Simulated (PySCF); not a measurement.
# C$_{3}$H$_{9}$OSi, doublet, SMILES `C[Si](C)CO`: electronic structure

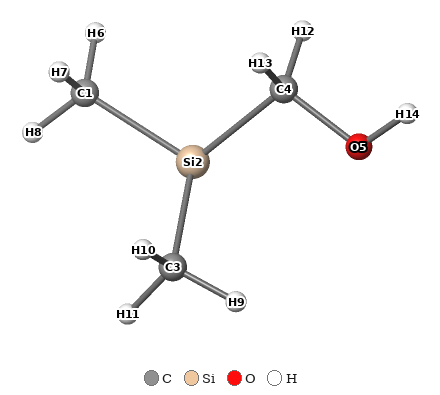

The molecule, with its atoms numbered as below. No frequency check shows the geometry to be a minimum.

Cartesian coordinates (Å):

```
C1       1.9876    0.9798   -0.1389
Si2      0.4517   -0.0097    0.4187
C3       0.5221   -1.8089   -0.2036
C4      -1.1341    0.8348   -0.2597
O5      -2.2112   -0.0074    0.1159
H6       1.9584    2.0077    0.2089
H7       2.0635    1.0009   -1.2252
H8       2.8970    0.5288    0.2437
H9      -0.4033   -2.3271    0.0261
H10      0.6613   -1.8372   -1.2840
H11      1.3400   -2.3600    0.2504
H12     -1.2715    1.8427    0.1488
H13     -1.0922    0.9305   -1.3552
H14     -3.0407    0.3744   -0.1890
```

### 1. Bonding charge

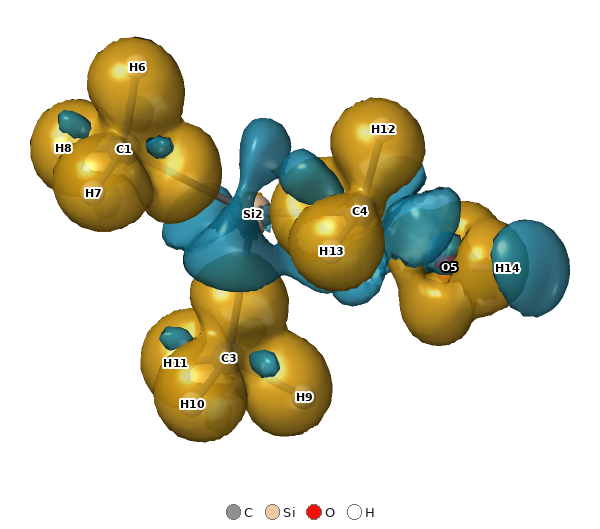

Deformation density (molecule less spherical, spin-averaged free atoms at the same positions), surfaces at ±0.06 e/Å³; yellow: gain, teal: loss.

Level of theory: B3LYP/def2-TZVP (PySCF), at a geometry from GFN2-xTB. The stability of the open-shell solution wasn't checked. GFN2-xTB doesn't know the spin state, so this open-shell geometry is rough.

Describe the bonding that the map shows.

Answer. The five largest and four smallest: O5–H14: +0.83 e/Å³ at the bond critical point (bond length 0.96 Å, Mayer order 0.9). C4–H12: +0.73 e/Å³ at the bond critical point (bond length 1.10 Å, Mayer order 1.0). C4–H13: +0.71 e/Å³ at the bond critical point (bond length 1.10 Å, Mayer order 0.9). C3–H9: +0.69 e/Å³ at the bond critical point (bond length 1.08 Å, Mayer order 1.0). C1–H8: +0.68 e/Å³ at the bond critical point (bond length 1.08 Å, Mayer order 1.0). Si2–C4: +0.20 e/Å³ at the bond critical point (bond length 1.92 Å, Mayer order 0.9). Si2–C3: +0.19 e/Å³ at the bond critical point (bond length 1.91 Å, Mayer order 1.0). C1–Si2: +0.18 e/Å³ at the bond critical point (bond length 1.91 Å, Mayer order 0.9). C4–O5: +0.12 e/Å³ at the bond critical point (bond length 1.42 Å, Mayer order 1.0); up to 0.6 Å beside the axis the gain reaches +0.33 e/Å³. In all, 3.1 electrons gather in the regions of gain relative to the promolecule. A small or negative value marks a very polar bond, one between electron-rich atoms, whose free-atom densities already overlap strongly, a long bond to a heavier atom, or a closed-shell contact such as a hydrogen bond.

Where do the Hirshfeld charges lie?

Answer. The highest Hirshfeld charge is on Si2 (+0.31 e), the lowest on O5 (−0.23 e).

| atom | charge (e) |
| --- | --- |
| C1 | −0.21 |
| Si2 | +0.31 |
| C3 | −0.21 |
| C4 | −0.09 |
| O5 | −0.23 |
| H6 | +0.04 |
| H7 | +0.04 |
| H8 | +0.04 |
| H9 | +0.04 |
| H10 | +0.04 |
| H11 | +0.04 |
| H12 | +0.03 |
| H13 | +0.03 |
| H14 | +0.16 |

### 2. Bond critical points

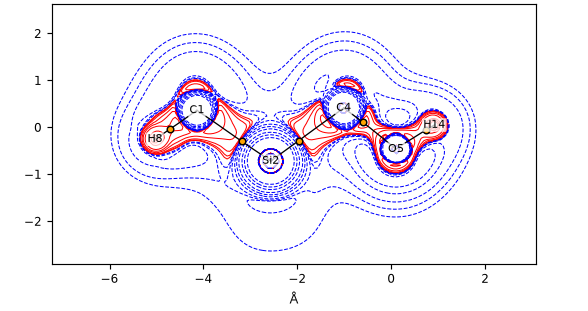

Negative Laplacian of the density (−∇²ρ) in the plane of C1, Si2, C4, O5, H8 and H14 (solid red lines positive, dashed blue lines negative, contours at ±0.02 to ±8 a.u.), with bond paths and bond critical points (dots).

Sort the bonds in the plane by the sign of ∇²ρ at their critical points.

Answer. Concentrated (∇²ρ < 0): O5–H14 (−2.41 a.u.); C1–H8 (−0.93 a.u.); C4–O5 (−0.56 a.u.). Depleted (∇²ρ > 0): Si2–C4 (+0.13 a.u., H = −0.072); C1–Si2 (+0.13 a.u., H = −0.070). A positive Laplacian with clearly negative H marks a strongly polar covalent bond, whose critical point lies close to the core of the less electronegative atom.

Where along O5–H14 does the critical point lie?

Answer. 0.77 Å from O5 and 0.19 Å from H14.

### 3. Local ionisation energy

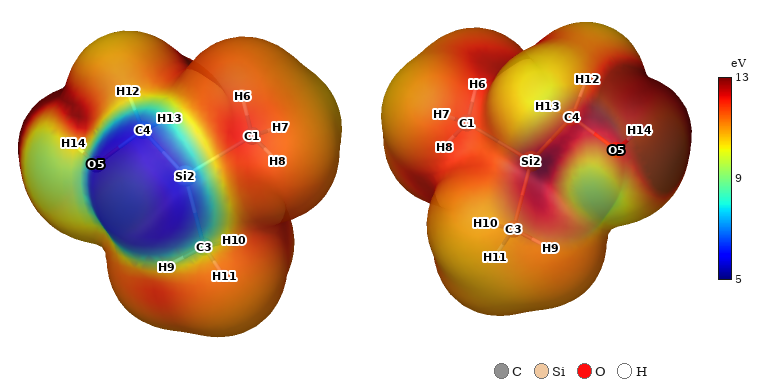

Average local ionisation energy on the surface of electron density 0.001 a.u. (back view left, front view right).

Where are the most loosely bound electrons on this surface?

Answer. The lowest value is 5.4 eV, 2.5 Å from Si2. Further minima include 9.5 eV, 1.9 Å from O5; 10.2 eV, 1.4 Å from H13; 10.5 eV, 1.5 Å from H10. For comparison, the highest occupied orbital lies at −5.1 eV.

### 4. Spin density

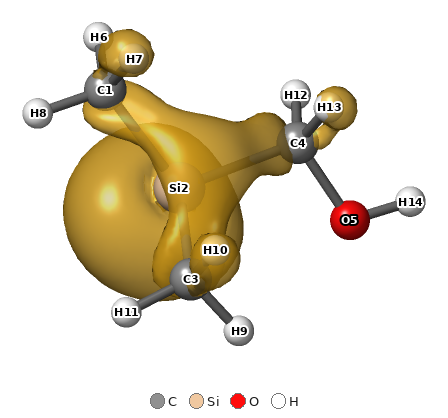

Spin density ρα − ρβ at ±0.02 e/Å³ (yellow: excess α, teal: excess β).

Give the atomic spin populations that go with this picture.

Answer. Hirshfeld spin populations: Si2 +0.74, C3 +0.06, C4 +0.05 and C1 +0.05. ⟨S²⟩ = 0.75, as for a pure state.

### 5. In an electric field

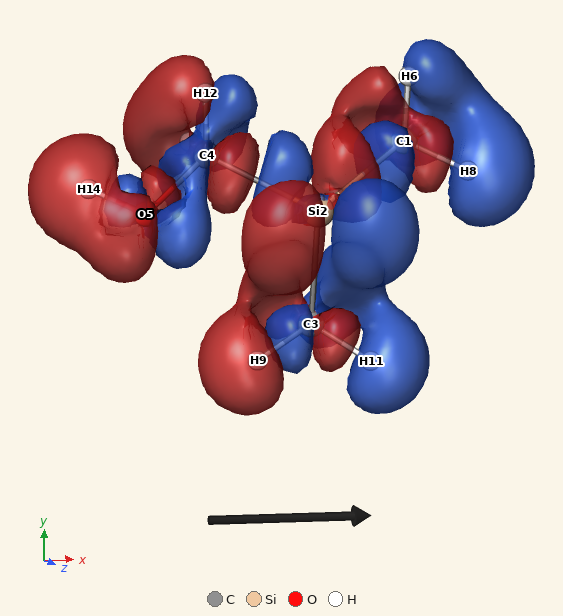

Change of the electron density in a uniform field of 0.26 V/Å along +x (arrow), surfaces at ±0.0015 e/Å³ (red: gain, blue: loss).

Computed with PySCF, ωB97X/6-311G**, geometry: GFN2-xTB. A basis without diffuse functions makes polarisabilities too small. The stability of the open-shell solution wasn't checked. GFN2-xTB doesn't know the spin state, so this open-shell geometry is rough.

The field was applied in both directions; the picture shows the one opposite to the script's first.

What dipole is induced, and what polarisability does it imply?

Answer. The induced dipole is 0.90 D (along the field); α along this axis, from the fields in both directions, is 71 bohr³ (10.5 Å³).

### 6. Removing or adding an electron

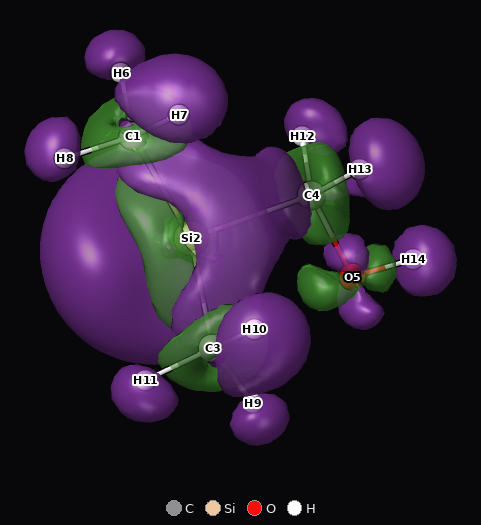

Fukui function f⁺ = ρ(N+1) − ρ(N) at fixed geometry, surfaces at ±0.015 e/Å³ (purple positive, green negative).

Level of theory: TPSSh/def2-SVP (PySCF), at a geometry from GFN2-xTB. GFN2-xTB doesn't know the spin state, so this open-shell geometry is rough.

Which atoms respond most to the addition of an electron?

Answer. f⁺ (Hirshfeld-condensed) is largest on Si2 (0.49); the vertical electron affinity is −0.30 eV (to the singlet anion, which needn't be its lowest state; negative, but this basis has no diffuse functions, so it doesn't show that the anion is unbound). Condensed values hint at sites of nucleophilic attack but needn't mark the atom that reacts. Orbital relaxation makes it negative in places (0.21 e in all).

| atom | f⁺ | charge |
| --- | --- | --- |
| C1 | +0.04 | −0.20 |
| Si2 | +0.49 | +0.29 |
| C3 | +0.04 | −0.19 |
| C4 | +0.04 | −0.08 |
| O5 | +0.01 | −0.23 |
| H6 | +0.03 | +0.03 |
| H7 | +0.06 | +0.03 |
| H8 | +0.03 | +0.03 |
| H9 | +0.03 | +0.04 |
| H10 | +0.06 | +0.03 |
| H11 | +0.03 | +0.03 |
| H12 | +0.03 | +0.02 |
| H13 | +0.06 | +0.02 |
| H14 | +0.04 | +0.16 |
